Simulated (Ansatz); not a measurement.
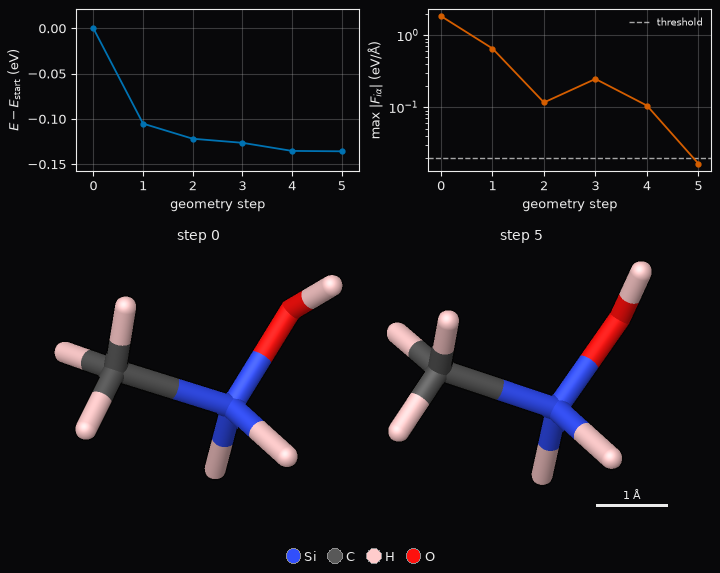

First and last geometry of a relaxation of CH6OSi, with the history of the run. A stick model, seen at a tilt.

The run prepares the start of a later molecular dynamics calculation, from a guessed geometry.

Method: RKS r2SCAN/cc-pVDZ in Ansatz 0.2.0. Set-up: no spin polarisation; force threshold 0.02 eV/Å; at most 40 steps.

> Read the history and describe the run.

It converged. The atom that moves furthest after the best rigid fit is an H atom (0.34 Å). By element the largest moves are H 0.34 Å, O 0.17 Å, Si 0.07 Å, C 0.03 Å. Near-neighbour distances that change, for instance: H–Si 1.459 → 1.504 Å, H–O 1.010 → 0.967 Å, O–Si 1.680 → 1.694 Å, C–Si 1.870 → 1.878 Å. Among the angles between lasting bonds that change: O–Si–H 109.5° → 104.2°, Si–O–H 109.5° → 114.5°, C–Si–O 109.4° → 112.6°. Groups turn about O–Si by about 25°. The energy falls by 0.136 eV in 5 geometry steps. Largest force component: 1.8 eV/Å at the start, 0.017 eV/Å at the end. The run took 23 s on 1 thread of AMD EPYC 7R43 64-Core Processor (Zen 3) (shared host), peak memory 0.14 GiB.
